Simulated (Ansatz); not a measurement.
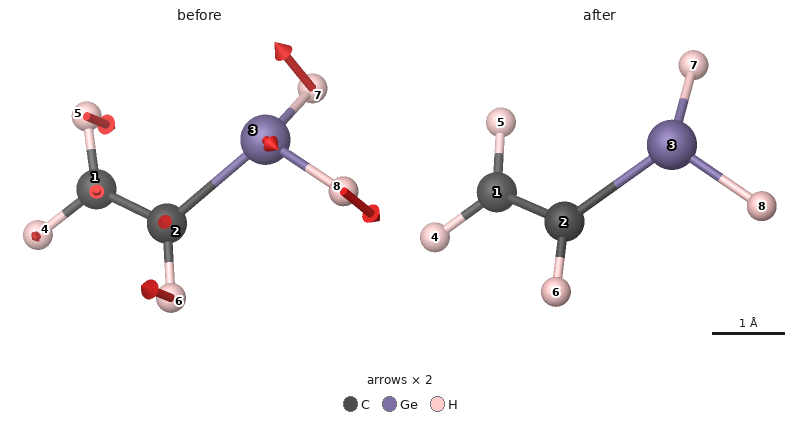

The structure of C₂H₅Ge (multiplicity 2) (coarse preliminary run) before (left) and after (right) a relaxation, at one scale. The red arrows give the displacements, magnified 2 times.

The picture is a ball-and-stick view, seen at a tilt.

The start comes from a force field.

Computed with Ansatz, UKS PBE-D4/def2-SVP.

Input file:
```yaml
crystal:
  periodic: [false, false, false]
  atoms:
    - {symbol: C, position_ang: [-0.532400, 1.136900, -0.473200]}
    - {symbol: C, position_ang: [-0.584300, 0.001900, 0.138200]}
    - {symbol: Ge, position_ang: [1.038400, -0.823400, 0.656600]}
    - {symbol: H, position_ang: [-1.445000, 1.650700, -0.784100]}
    - {symbol: H, position_ang: [0.352100, 1.687400, -0.722900]}
    - {symbol: H, position_ang: [-1.519000, -0.481300, 0.350800]}
    - {symbol: H, position_ang: [1.975900, -1.069200, -0.579000]}
    - {symbol: H, position_ang: [0.806400, -2.160200, 1.357700]}
basis:
  gaussian: {orbitals: def2-SVP}
magnetization: {spin_polarized: true, initial_magnetization: 1}
hamiltonian: {xc: pbe, dispersion: d4}
relax: {f_tol: 0.03, max_steps: 200}
```

Question: Describe what moved and what it gained.

Answer: H7 moves most after the best rigid fit: 0.51 Å. By element the largest moves are H 0.51 Å, Ge 0.15 Å, C 0.11 Å. Some distances before and after: C1–C2 1.290 → 1.354 Å, C2–Ge3 1.893 → 1.931 Å, C1–H5 1.071 → 1.104 Å, C2–H6 1.073 → 1.105 Å. Bond angles that change, for instance: C1–C2–Ge3 118.6° → 124.1°, C2–C1–H5 126.6° → 121.9°, H4–C1–H5 112.4° → 116.2°. Groups turn about C2–Ge3 by about 35°. The energy falls by 0.296 eV in 7 geometry steps. The largest force component goes from 3 to 0.024 eV/Å.
